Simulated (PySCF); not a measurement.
**C4H12F2Si2 (SMILES CC[C@](F)(C[SiH3])[SiH2]F): density, localisation and related maps**

```xyz
20

C    -1.5681    1.6699   -0.6588
C    -0.9838    1.2237    0.6739
C    -0.1193   -0.0370    0.5632
F     0.2865   -0.3197    1.8928
C     1.1451    0.2073   -0.2541
Si    2.5557   -1.0349    0.0676
Si   -1.1122   -1.5882    0.0018
F    -1.0091   -1.6613   -1.6075
H    -0.7800    1.9296   -1.3611
H    -2.1745    0.8813   -1.1007
H    -2.1958    2.5464   -0.5142
H    -1.7917    1.0225    1.3824
H    -0.3725    2.0267    1.0969
H     1.5180    1.2129   -0.0370
H     0.8794    0.1888   -1.3112
H     2.9189   -1.0438    1.4816
H     3.6957   -0.5863   -0.7386
H     2.1436   -2.3728   -0.3658
H    -2.5338   -1.4481    0.2803
H    -0.5070   -2.8062    0.5054
```

Geometry: GFN2-xTB.

These are results of PBE0/pcSseg-1, SCF density, gas phase, non-relativistic (PySCF), not measurements.

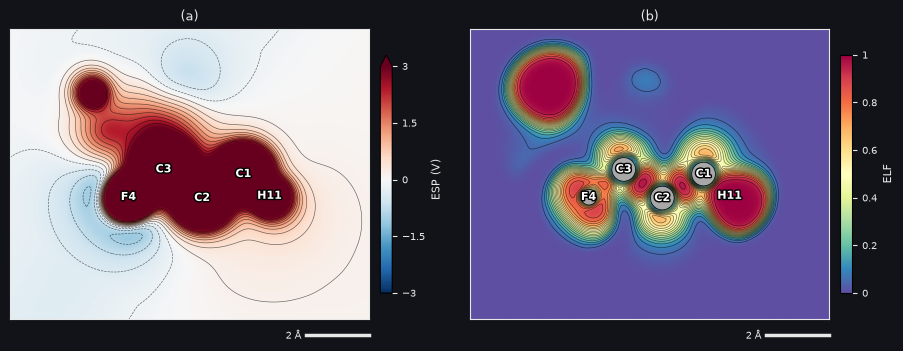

Figure 1. (a) electrostatic potential; (b) electron localisation function on the plane of atoms C2, C1 and H11. Grey discs cover the atomic cores in the ELF map.

Question: What does the map show?

Answer: Atoms in the plane: C, F and H. C–F (1.42 Å): the ELF peaks at about 0.80 between the atoms (a shared but strongly polarised pair). C–C (1.52 Å): the ELF peaks at about 0.95 between the atoms; a covalent bond. C–H (1.09 Å): the ELF climbs to about 1 towards the hydrogen, as it does in any bond to H; an ordinary covalent bond to hydrogen. The ELF also peaks beside F4, away from the bonds: lone-pair regions. Outside the dense part of the molecule the potential is most negative (−1.1 V) near F4.

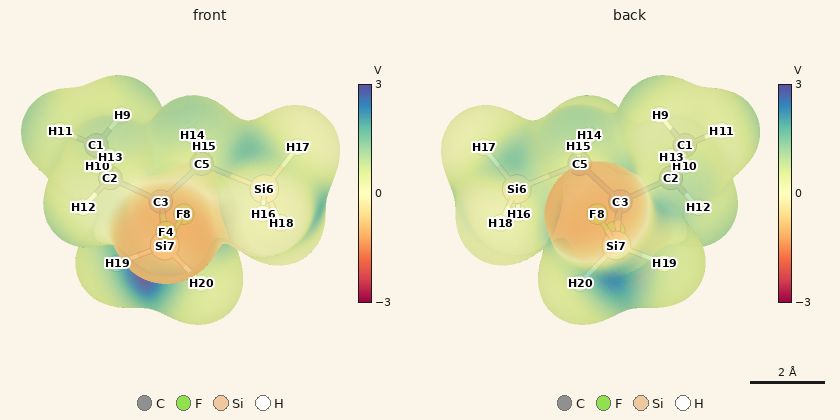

Figure 2. The electrostatic potential painted on the density surface at 0.004 e/bohr³, seen from the front and from behind; the colour scale runs from red (negative) to blue (positive).

Question: Where is the surface potential most negative and most positive?

Answer: The most negative region (about −1.1 V) lies over F4 and F8, the most positive (about +2.5 V) over Si7.
